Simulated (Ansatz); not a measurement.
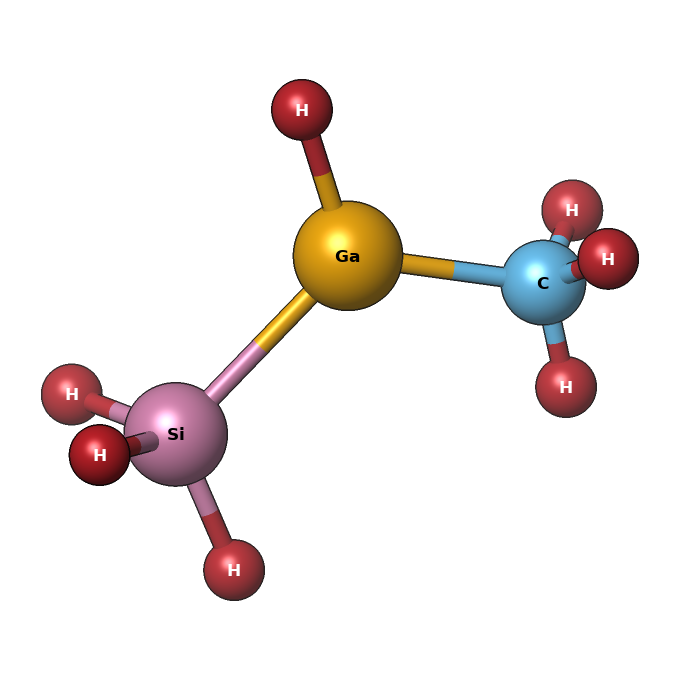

A ball-and-stick model of a molecule.

Computed geometry: PBE0-D4/def2-TZVP optimisation.

Count the atoms of each element.

Answer. CH7GaSi, 10 atoms: 1 carbon, 7 hydrogen, 1 gallium and 1 silicon.

How many bonds of each kind are drawn?

Answer. 3 C–H, 3 Si–H, 1 Ga–Si, 1 C–Ga, 1 Ga–H. Sticks follow a distance rule.

More results for the same structure follow; atom numbers are the same in all pictures, views and colours differ.

## Geometry

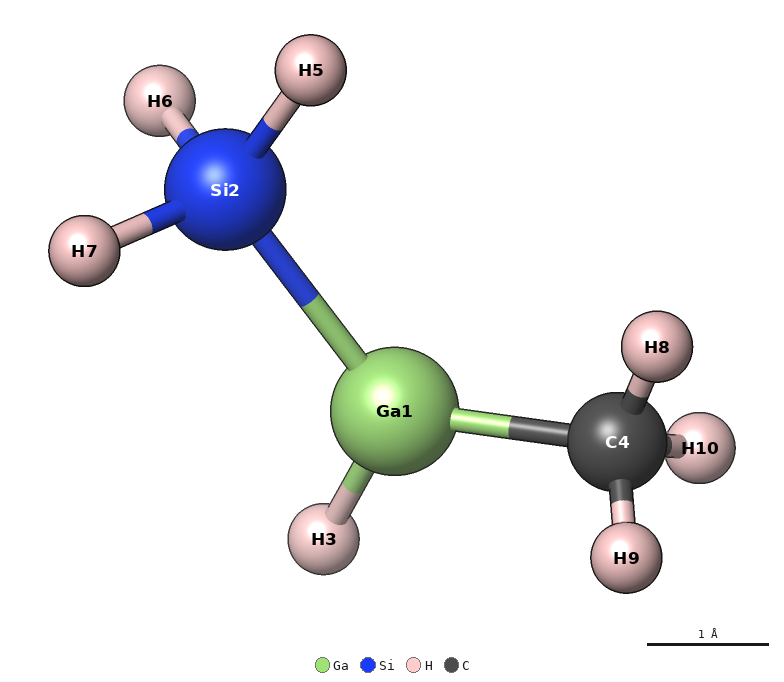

Numbered structure.

Describe the coordination of atom 2.

Answer. Si2 has 4 neighbours (Ga1 at 2.42, H5 at 1.49, H6 at 1.49, H7 at 1.49 Å); the arrangement is tetrahedral.

Describe the coordination of atom 1.

Answer. Ga1 has 3 neighbours (Si2 at 2.42, H3 at 1.58, C4 at 1.97 Å); the arrangement is trigonal planar.

Describe the coordination of atom 4.

Answer. C4 has 4 neighbours (Ga1 at 1.97, H8 at 1.09, H9 at 1.09, H10 at 1.09 Å); the arrangement is tetrahedral.

## Electronic properties

Properties computed with RKS PBE0-D4/def2-TZVPP (Ansatz 0.2.0).

What does the calculation give?

- HOMO energy (Kohn–Sham orbital): −7.34 eV
- LUMO energy (Kohn–Sham orbital): −1.78 eV
- HOMO–LUMO gap: 5.56 eV
- dispersion correction: −14.7 kJ/mol

## Vibrations

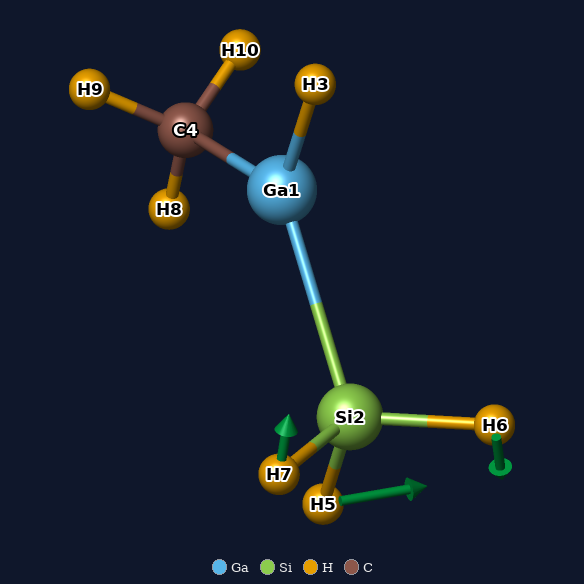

The arrows show one normal mode. Harmonic vibrations computed with RKS PBE0-D4/def2-TZVP (Ansatz 0.2.0) at a stationary point of the same level.

What kind of motion is it?

Answer. Mostly H–Si–H bending.

Estimate its harmonic wavenumber.

Answer. 942 cm⁻¹; it is mode 14 of 24 counted from the lowest.

## Charges

The questions are on Mulliken charges. Properties computed with RKS PBE0-D4/def2-TZVP (Ansatz 0.2.0).

List the Mulliken charges.

| atom | value (e) |
| --- | --- |
| Ga1 | 0.34 |
| Si2 | −0.09 |
| H3 | −0.08 |
| C4 | −0.56 |
| H5 | −0.02 |
| H6 | −0.01 |
| H7 | −0.01 |
| H8 | 0.15 |
| H9 | 0.14 |
| H10 | 0.15 |

Mulliken values depend strongly on the basis set and can even reverse the polarity of a bond.
